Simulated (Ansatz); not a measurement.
## Electronic structure of C$_{2}$H$_{5}$F$_{2}$GaO in real space

The calculation's input:

```
crystal:
  periodic: [false, false, false]
  atoms:
    - {symbol: C, position_ang: [-0.073934, -1.206717, 0.678222]}
    - {symbol: C, position_ang: [0.993948, -0.258585, 0.185986]}
    - {symbol: O, position_ang: [0.564691, 1.095793, 0.192407]}
    - {symbol: Ga, position_ang: [-0.762439, 1.653609, -0.809653]}
    - {symbol: F, position_ang: [-1.536054, 0.649099, -2.002289]}
    - {symbol: F, position_ang: [-1.347694, 3.276684, -0.677636]}
    - {symbol: H, position_ang: [0.310569, -2.228823, 0.722312]}
    - {symbol: H, position_ang: [-0.936401, -1.209699, 0.003576]}
    - {symbol: H, position_ang: [-0.408537, -0.923039, 1.678466]}
    - {symbol: H, position_ang: [1.866989, -0.295799, 0.844469]}
    - {symbol: H, position_ang: [1.328881, -0.552534, -0.815858]}
basis:
  gaussian: {orbitals: def2-TZVPP}
hamiltonian: {xc: pbe0, dispersion: d4}
output: {orbitals: {seedname: orbitals}}
```

Launched as:

```sh
ansatz run in.yaml --threads 4 --pin off --events-out ev --progress --plain --max-ram 10444MiB
```

Geometry: PBE0-D4/def2-TZVP.

Theory: RKS PBE0-D4/def2-TZVPP in Ansatz.

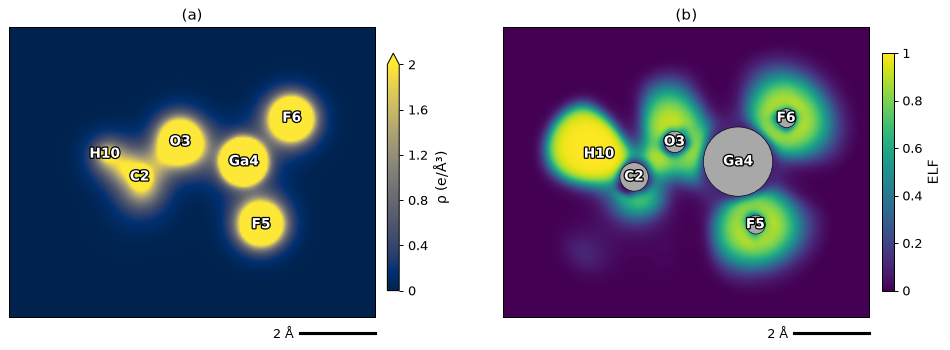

Figure 1. (a) total electron density; (b) ELF on the plane of atoms C2, O3 and Ga4. Grey discs cover the atomic cores in the ELF map.

Question: Describe what can be read from this map.

Answer:
- The plane passes through C, O, Ga, F and H nuclei.
- C–O (1.42 Å): the density is about 2 e/Å³ at the midpoint, with its minimum of 1.7 e/Å³ about 0.5 Å from C; the ELF peaks at about 0.85 between the atoms: a polar covalent bond.
- Ga–F (1.73 Å): ρ is about 0.95 e/Å³ halfway; the ELF peaks at about 0.80 in the valence shell of F, 0.6 Å from its nucleus, and is about 0.15 at the midpoint.
- Ga–O (1.75 Å): ρ is about 0.99 e/Å³ halfway; the ELF peaks at about 0.80 in the valence shell of O, 0.6 Å from its nucleus, and is about 0.20 at the midpoint.
- C–H (1.09 Å): the density is about 2.1 e/Å³ at the midpoint; the ELF climbs to about 1 towards the hydrogen, as it does in any bond to H: an ordinary covalent bond to hydrogen.
- The ELF also peaks beside F5, F6 and O3, away from the bonds: lone-pair regions.

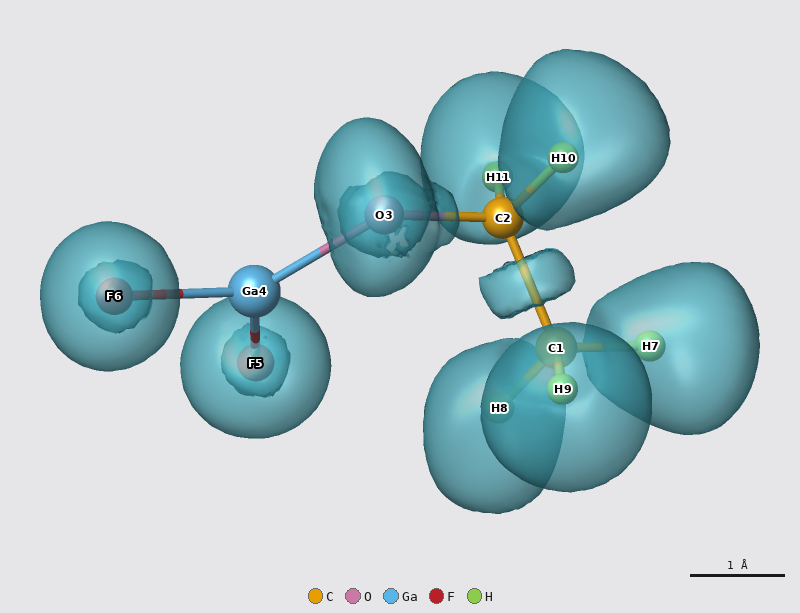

Figure 2. Isosurface of the electron localisation function at 0.75 (cyan), seen at a tilt. Core shells and regions of very low density are left out.

Question: Describe the localisation domains.

Answer: At this value the surface marks out one region between bonded C–C atoms (shared pairs), five regions around hydrogen nuclei, one region on O in which the atom's valence shell and bonds are merged and two regions wrapped around F (the valence shell of each). Profiles from the grid: C–C (1.51 Å): the ELF peaks at about 0.95 between the atoms: localised, covalent bonding.

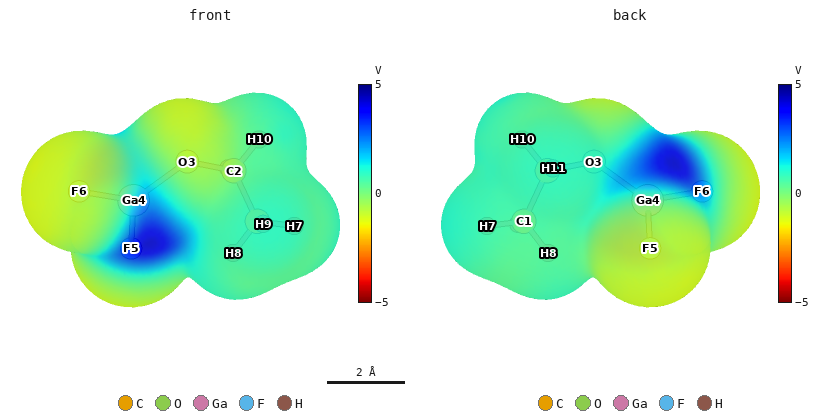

Figure 3. The molecular electrostatic potential painted on the density surface at 0.002 e/bohr³, seen from the front and from behind; red is negative and blue positive.

Question: Which sites attract a positive test charge, and which a negative one?

Answer: A positive charge is drawn to the negative regions and a negative charge to the positive ones. The most negative region (about −1.2 V, or −28 kcal/mol for a unit charge) lies over F5 and F6, the most positive (about +4.0 V, or +92 kcal/mol for a unit charge) over Ga4.
